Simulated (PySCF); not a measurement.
Mean static polarisability of the Be atom ([He] 2s²). Finite fields; PySCF, dyall-av3z, spin-free X2C-1e, unrestricted single determinants, no spin-orbit coupling. 2 core electrons frozen.

By method:

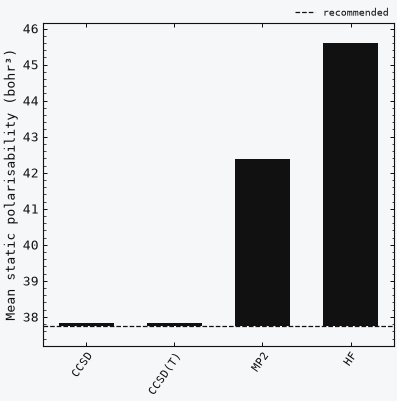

| Method | Mean static polarisability (bohr³) |
| --- | --- |
| HF | 45.60 |
| MP2 | 42.37 |
| CCSD | 37.83 |
| CCSD(T) | 37.83 |

The values run from 37.83 bohr³ (CCSD and CCSD(T)) to 45.60 bohr³ (HF). The recommended value is 37.74 ± 0.03 bohr³; nearest to it come CCSD(T) (+0.09) and CCSD (+0.09), furthest HF (+7.86 bohr³).
